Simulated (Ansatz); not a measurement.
**CuH2N (SMILES [NH2][Cu]): density, localisation and related maps**

```xyz
4

N    -0.2773    0.2509    0.1175
Cu    1.3836   -0.3016    0.6526
H    -0.8624   -0.5815    0.0555
H    -0.1884    0.5719   -0.8459
```

Geometry: PBE0-D4/def2-TZVP.

The calculation used RKS PBE0-D4/def2-TZVPP (Ansatz 0.2.0).

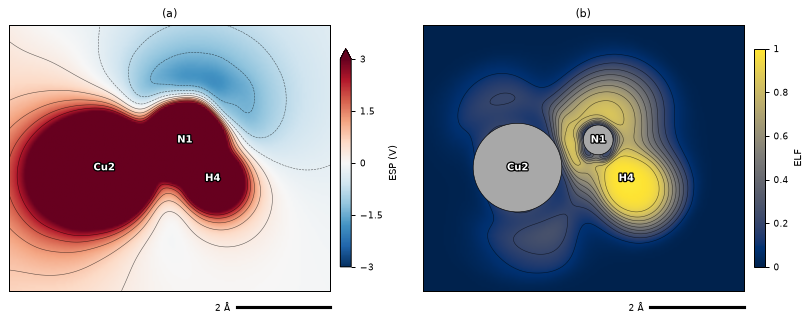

Figure 1. (a) electrostatic potential; (b) ELF on the plane of atoms Cu2, N1 and H4. Grey discs cover the atomic cores in the ELF map.

Question: Read the bonding off the picture.

Answer: The plane passes through N, Cu and H nuclei. Cu–N (1.83 Å): the ELF peaks at about 0.85 in the valence shell of N, 0.6 Å from its nucleus, and is about 0.30 at the midpoint. N–H (1.02 Å): the ELF climbs to about 1 towards the hydrogen, as it does in any bond to H: an ordinary covalent bond to hydrogen. Outside the dense part of the molecule the potential is most negative (−1.9 V) near N1.

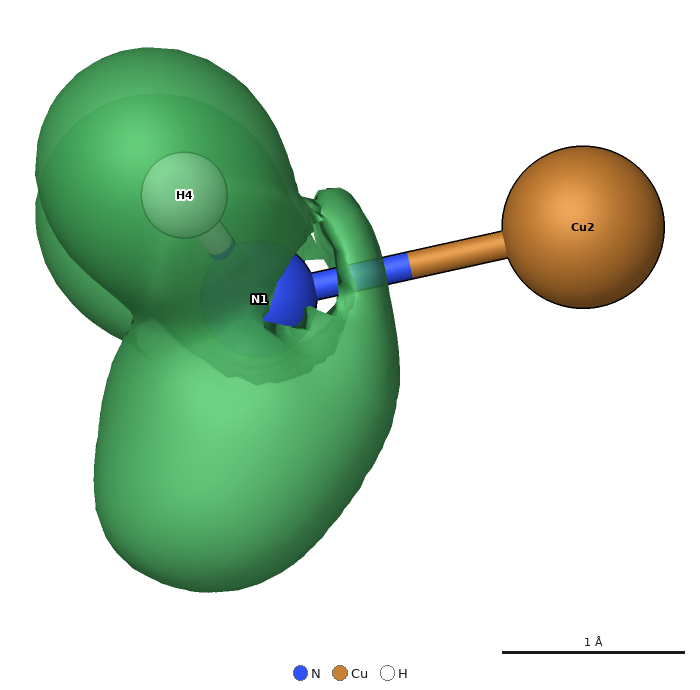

Figure 2. Isosurface of the electron localisation function at 0.75 (green), seen from one side. Core shells and regions of very low density are left out.

Question: Where are the electrons localised?

Answer: The ELF exceeds this value in one joined region spread over several atoms (H, N), in which their bonds and any lone pairs are merged.

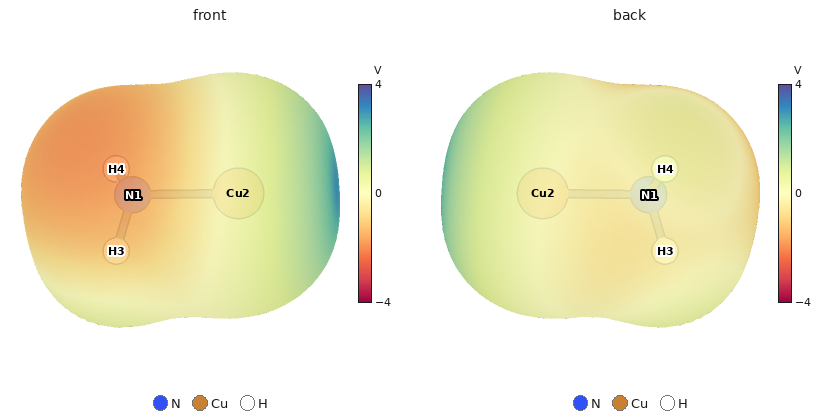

Figure 3. The electrostatic potential painted on the density surface at 0.001 e/bohr³, seen from the front and from behind; red is negative and blue positive.

Question: Which sites attract a positive test charge, and which a negative one?

Answer: A positive charge is drawn to the negative regions and a negative charge to the positive ones. The most negative region (about −2.0 V, or −46 kcal/mol for a unit charge) lies over N1, the most positive (about +3.0 V, or +69 kcal/mol for a unit charge) over Cu2. N1 is the likeliest acceptor of a hydrogen bond.
